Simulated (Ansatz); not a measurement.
# ClFH4Si (built from SMILES Cl.F[SiH3]): single points off equilibrium

The atoms stand at a displaced guess of a reacting structure. How far do the functionals agree with CCSD(T) there?

Method: single points in def2-TZVPP; program: Ansatz 0.2.0, Gaussian basis.

Cores are frozen in the correlated methods. B3LYP uses VWN-RPA correlation.

**1. The starting structure**

7 atoms, charge 0, spin multiplicity 1.

Atoms are counted from 1 here; the program's logs count them from 0.

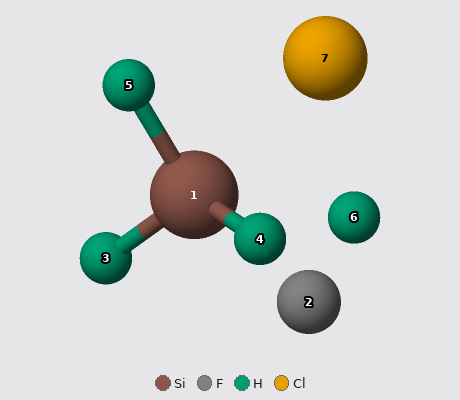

Start geometry, drawn with silicon brown, fluorine grey, hydrogen teal, chlorine amber; atoms are numbered from 1 in the order of the file.

Geometry (Å):

```mol
ClFH4Si
  3D, bonds by distance, orders not assigned

  7  3  0  0  0  0  0  0  0  0999 V2000
   -0.6679   -0.1959    0.0926 Si  0  0
    1.2979   -0.7859    0.4737 F   0  0
   -0.6237   -1.4326   -0.7939 H   0  0
   -0.7356   -0.1109    1.5729 H   0  0
   -1.8904    0.6119   -0.4204 H   0  0
    1.7428    0.2261   -0.0668 H   0  0
    0.8604    1.6843   -0.8312 Cl  0  0
  1  3  8  0
  1  4  8  0
  1  5  8  0
M  END
```

**2. CCSD(T)/def2-TZVPP**

run/in.yaml reads:

```yaml
crystal:
  periodic: [false, false, false]
  atoms:
    - {symbol: Si, position_ang: [-0.667900, -0.195900, 0.092600]}
    - {symbol: F, position_ang: [1.297900, -0.785900, 0.473700]}
    - {symbol: H, position_ang: [-0.623700, -1.432600, -0.793900]}
    - {symbol: H, position_ang: [-0.735600, -0.110900, 1.572900]}
    - {symbol: H, position_ang: [-1.890400, 0.611900, -0.420400]}
    - {symbol: H, position_ang: [1.742800, 0.226100, -0.066800]}
    - {symbol: Cl, position_ang: [0.860400, 1.684300, -0.831200]}
basis:
  gaussian: {orbitals: def2-TZVPP}
correlation: {method: ccsd_t}
output: {forces: true}
```

The command line of these runs was not kept.

The program printed, cut to the lines that bear on the results:

```text
Functional definition: HF
  name "HF"
  cite "Fock, Z. Phys. 61, 126 (1930) doi:10.1007/BF01340294"
  parent pbe
[...]
1002 factors; integrals over basis functions are off by at most 1.1e-3 eV
[...]
mean field -23135.46337558 eV, -850.2125972723 hartree, gradient 3.9e-6 eV, S^2 0.000000; 0 other end points of the search recorded, 0 dependent functions left out
11 core orbitals not correlated: weight in the atoms' cores, before any rotation towards them, 1.000 or more for the frozen orbitals, at most 0.000 for the correlated occupied ones
reference -23135.46337558 eV, -850.2125972723 hartree; 11, 11 occupied and 149, 149 virtual orbitals, 1002 factors
second order -16.78839111 eV of doubles, -0.00000000 eV of singles
cycle   1  -17.18639630 eV  change   -4.0e-1 eV  update   9.8e-2
[...]
cycle  11  -17.72947759 eV  change    2.5e-6 eV  update   3.5e-6
perturbative correction -0.66276549 eV, -0.0243561827 hartree
[...]
working
working
Total energy: -23153.85561867 eV, -850.8884997390 hartree
Atom 0 at    -0.667900    -0.195900     0.092600 Å, force     0.153586     1.137733    -1.273939 eV/Å
Atom 1 at     1.297900    -0.785900     0.473700 Å, force     1.318045     3.229701    -1.707239 eV/Å
Atom 2 at    -0.623700    -1.432600    -0.793900 Å, force    -0.101962     0.661707     0.734923 eV/Å
Atom 3 at    -0.735600    -0.110900     1.572900 Å, force    -0.003440    -0.250263    -0.349027 eV/Å
Atom 4 at    -1.890400     0.611900    -0.420400 Å, force     0.955325    -0.547979     0.369733 eV/Å
Atom 5 at     1.742800     0.226100    -0.066800 Å, force    -2.084585    -2.044800     1.132580 eV/Å
Atom 6 at     0.860400     1.684300    -0.831200 Å, force    -0.236970    -2.186099     1.092969 eV/Å
Dipole moment:    -0.163447    -0.241353     0.125326 e Å
```

It took 2.5 min on 4 threads, shared host; peak memory 2.6 GiB.

**3. PBE0-D4/def2-TZVPP**

run/in.yaml, as its differences from that of step 2:

```diff
@@ -12,3 +12,3 @@
   gaussian: {orbitals: def2-TZVPP}
-correlation: {method: ccsd_t}
-output: {forces: true}
+hamiltonian: {xc: pbe0, dispersion: d4}
+output: {forces: true, orbitals: {seedname: orbitals}}
```

The log in run was not kept; the run's report gives a total energy of -23173.452177 eV.

Wall time 2.5 s (4 threads, shared host); peak memory 0.35 GiB.

**4. wB97M-V/def2-TZVPP**

run/in.yaml, as its differences from that of step 3:

```diff
@@ -12,3 +12,3 @@
   gaussian: {orbitals: def2-TZVPP}
-hamiltonian: {xc: pbe0, dispersion: d4}
-output: {forces: true, orbitals: {seedname: orbitals}}
+hamiltonian: {xc: {name: wB97M-V}}
+output: {forces: true}
```

The log in run was not kept; the run's report gives a total energy of -23181.281017 eV.

Run time: 7.5 s. Hardware: 4 threads, shared host; peak memory 0.44 GiB.

**5. r2SCAN-D4/def2-TZVPP**

run/in.yaml, as its differences from that of step 4:

```diff
@@ -12,3 +12,3 @@
   gaussian: {orbitals: def2-TZVPP}
-hamiltonian: {xc: {name: wB97M-V}}
+hamiltonian: {xc: r2scan, dispersion: d4}
 output: {forces: true}
```

The log in run was not kept; the run's report gives a total energy of -23180.907889 eV.

Wall time 3.8 s (4 threads, shared host); peak memory 0.2 GiB.

**6. PBE-D4/def2-TZVPP**

run/in.yaml, as its differences from that of step 5:

```diff
@@ -12,3 +12,3 @@
   gaussian: {orbitals: def2-TZVPP}
-hamiltonian: {xc: r2scan, dispersion: d4}
+hamiltonian: {xc: pbe, dispersion: d4}
 output: {forces: true}
```

The log in run was not kept; the run's report gives a total energy of -23171.919959 eV.

It took 1.8 s on 4 threads, shared host; peak memory 0.18 GiB.

**7. B3LYP-D4/def2-TZVPP**

run/in.yaml, as its differences from that of step 6:

```diff
@@ -12,3 +12,3 @@
   gaussian: {orbitals: def2-TZVPP}
-hamiltonian: {xc: pbe, dispersion: d4}
+hamiltonian: {xc: {name: B3LYP}, dispersion: d4}
 output: {forces: true}
```

The log in run was not kept; the run's report gives a total energy of -23184.940566 eV.

It took 2.6 s on 4 threads, shared host; peak memory 0.34 GiB.

**8. r2SCANh-D4/def2-TZVPP**

run/in.yaml, as its differences from that of step 7:

```diff
@@ -12,3 +12,3 @@
   gaussian: {orbitals: def2-TZVPP}
-hamiltonian: {xc: {name: B3LYP}, dispersion: d4}
+hamiltonian: {xc: {name: r2SCANh}, dispersion: d4}
 output: {forces: true}
```

The program printed, cut to the lines that bear on the results:

```text
Functional definition: r2SCANh
  name "r2SCANh"
  cite "Bursch, Neugebauer, Ehlert & Grimme, J. Chem. Phys. 156, 134105 (2022) doi:10.1063/5.0086040"
  cite "Furness, Kaplan, Ning, Perdew & Sun, J. Phys. Chem. Lett. 11, 8208 (2020) doi:10.1021/acs.jpclett.0c02405"
  cite "Furness, Kaplan, Ning, Perdew & Sun, J. Phys. Chem. Lett. 11, 9248 (2020) doi:10.1021/acs.jpclett.0c03077"
  parent r2scan
[...]
974 factors; their error is unknown
[...]
mean field -23180.56322084 eV, -851.8699860159 hartree, gradient 2.9e-5 eV, S^2 0.000000; 0 other end points of the search recorded, 0 dependent functions left out
[...]
reference -23180.56323042 eV, -851.8699863678 hartree; 22, 22 occupied and 149, 149 virtual orbitals, 974 factors
Total energy: -23180.59125563 eV, -851.8710162755 hartree
Atom 0 at    -0.667900    -0.195900     0.092600 Å, force     0.199722     1.039094    -1.219428 eV/Å
Atom 1 at     1.297900    -0.785900     0.473700 Å, force     1.150124     2.996702    -1.583971 eV/Å
Atom 2 at    -0.623700    -1.432600    -0.793900 Å, force    -0.108748     0.608183     0.708524 eV/Å
Atom 3 at    -0.735600    -0.110900     1.572900 Å, force    -0.015375    -0.255734    -0.290112 eV/Å
Atom 4 at    -1.890400     0.611900    -0.420400 Å, force     0.918060    -0.486355     0.333472 eV/Å
Atom 5 at     1.742800     0.226100    -0.066800 Å, force    -1.966973    -1.736975     0.966699 eV/Å
Atom 6 at     0.860400     1.684300    -0.831200 Å, force    -0.176810    -2.164914     1.084816 eV/Å
Dipole moment:    -0.158967    -0.229116     0.119490 e Å
```

Wall time 4.3 s (4 threads, shared host); peak memory 0.36 GiB.

**9. Side by side**

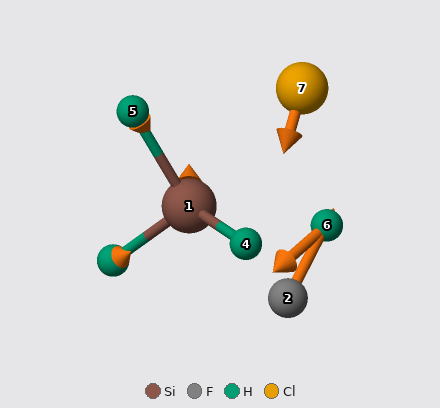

Forces at CCSD(T); the longest arrow is 3.88 eV/Å.

```
    method  RMS force component (eV/Å)  RMS error against CCSD(T) (eV/Å)  angle to CCSD(T) forces (°)  dipole (D)
   CCSD(T)                       1.316                         reference                    reference        1.52
   PBE0-D4                       1.239                             0.097                          2.6        1.49
   wB97M-V                       1.247                             0.088                          2.4        1.57
 r2SCAN-D4                       1.167                             0.169                          3.7        1.40
    PBE-D4                       1.057                             0.294                          6.7        1.31
  B3LYP-D4                       1.166                             0.165                          3.1        1.47
r2SCANh-D4                       1.222                             0.113                          2.8        1.46
```

Energy less the free neutral atoms in their ground states at the same level (atoms from separate runs):

Differences are taken before rounding.

```
      method                    rung  energy less atoms (kJ/mol)  from CCSD(T) (kJ/mol)
      PBE-D4                     GGA                     -1846.9                  -82.9
   r2SCAN-D4                meta-GGA                     -1830.3                  -66.3
     PBE0-D4                  hybrid                     -1789.1                  -25.1
    B3LYP-D4                  hybrid                     -1819.5                  -55.5
  r2SCANh-D4                  hybrid                     -1809.6                  -45.6
     wB97M-V  range-separated hybrid                     -1829.9                  -65.9
Hartree-Fock            wavefunction                     -1244.1                 +519.8
         MP2            wavefunction                     -1781.5                  -17.6
        CCSD            wavefunction                     -1730.7                  +33.3
     CCSD(T)            wavefunction                     -1764.0                      0
```

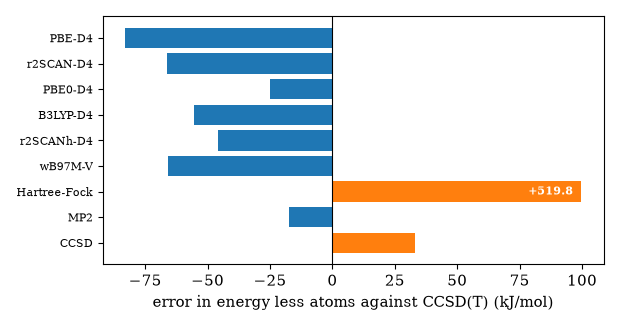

Error of each method against CCSD(T). Bars with a number in them are cut short.

Cost and force error (times from a shared host):

```
    method     time  RMS force error (eV/Å)
   CCSD(T)  2.5 min                       0
   PBE0-D4    2.5 s                   0.097
   wB97M-V    7.5 s                   0.088
 r2SCAN-D4    3.8 s                   0.169
    PBE-D4    1.8 s                   0.294
  B3LYP-D4    2.6 s                   0.165
r2SCANh-D4    4.3 s                   0.113
```

**10. Outcome**

| quantity | value |
| --- | --- |
| energy less free atoms, CCSD(T)/def2-TZVPP | -1764.0 kJ/mol |
| RMS force component | 1.057 to 1.316 eV/Å over the methods |
| RMS force error | PBE0-D4 0.097, wB97M-V 0.088, r2SCAN-D4 0.169, PBE-D4 0.294, B3LYP-D4 0.165, r2SCANh-D4 0.113 eV/Å |
| HOMO and LUMO, PBE0-D4 | -8.91 and -1.95 eV |
| T1 diagnostic | 0.013 |

In words: Against CCSD(T) the functionals' energies less atoms differ by -82.9 to -25.1 kJ/mol, PBE-D4 by -82.9 kJ/mol. The reference is not at the basis limit: in triple zeta CCSD(T) underbinds, which counts against methods that bind more; the gaps are no ranking. The forces of wB97M-V come nearest to CCSD(T), those of PBE-D4 are farthest. Frozen-core CCSD(T) forces in triple zeta carry basis errors of their own, and this is one geometry, so small gaps rank nothing.
